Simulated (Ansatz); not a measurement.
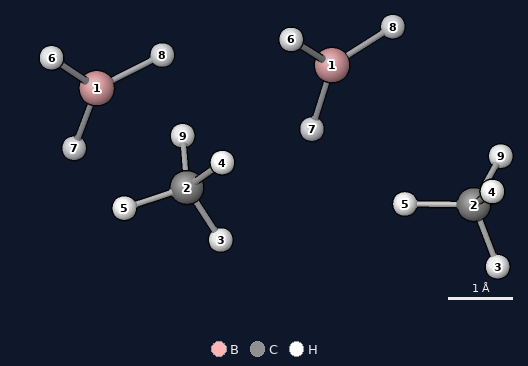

Two geometries of CH7B, drawn at one scale. One is the start of a relaxation, the other its converged end. The picture is a ball-and-stick view, seen from a free direction.

Level of theory: RKS revPBE/def2-TZVP in Ansatz. Set-up: no spin polarisation; force threshold 0.03 eV/Å; at most 50 steps.

Q: Which one is relaxed?

A: The right one is the relaxed one. The run prepares an end point of a later path (reaction) calculation, from a guessed geometry. After 14 geometry steps the energy has fallen by 1.47 kcal/mol. Largest force component: 0.26 eV/Å at the start, 0.011 eV/Å at the end. The largest move after the best rigid fit is that of H9, 1.01 Å. Largest moves by element: H 1.01 Å, B 0.72 Å, C 0.56 Å. Some distances before and after: C2–H9 1.113 → 1.098 Å, B1–H8 1.194 → 1.201 Å. Bond angles that change, for instance: H4–C2–H9 106.7° → 109.4°.
